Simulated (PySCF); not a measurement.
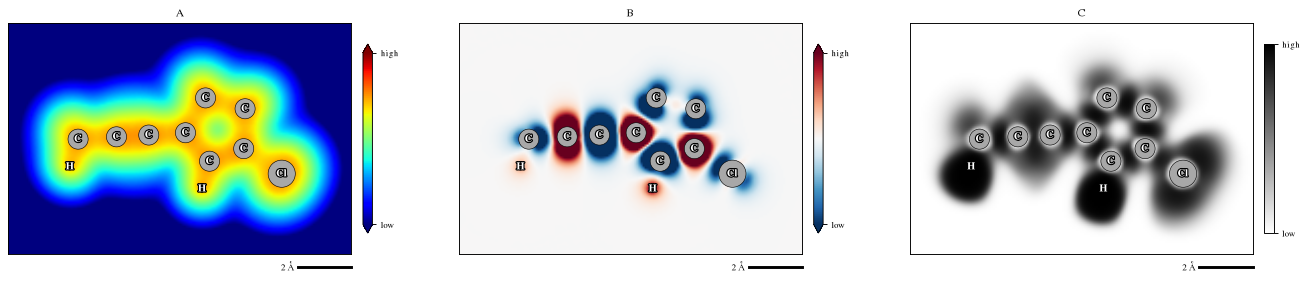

C₈H₈Cl (SMILES CC#C[C]1C=C(Cl)CC1) (doublet): 3 fields on the plane of atoms C5, C4 and C9, with unlabelled colour scales. Grey discs cover the atomic cores.

Geometry: GFN2-xTB.

The calculation used UKS B3LYP, pcH-1 on C Cl H, non-relativistic, mean-field spin-orbit, GIAO in PySCF 2.14.0, density-fitted response routines.

**Which field does each panel show? The fields are: electron density, electron localisation function and spin density.**

Panel A: electron density. Panel B: spin density (confined to the atoms that carry the unpaired spin). Panel C: electron localisation function. From the grid: C–C (1.21 Å): the density is about 2.7 e/Å³ at the midpoint; the ELF peaks at about 0.85 between the atoms; a short, multiple covalent bond. C–Cl (1.71 Å): ρ at the midpoint is about 1.5 e/Å³; the ELF peaks at about 0.90 between the atoms, as expected for localised, covalent bonding.
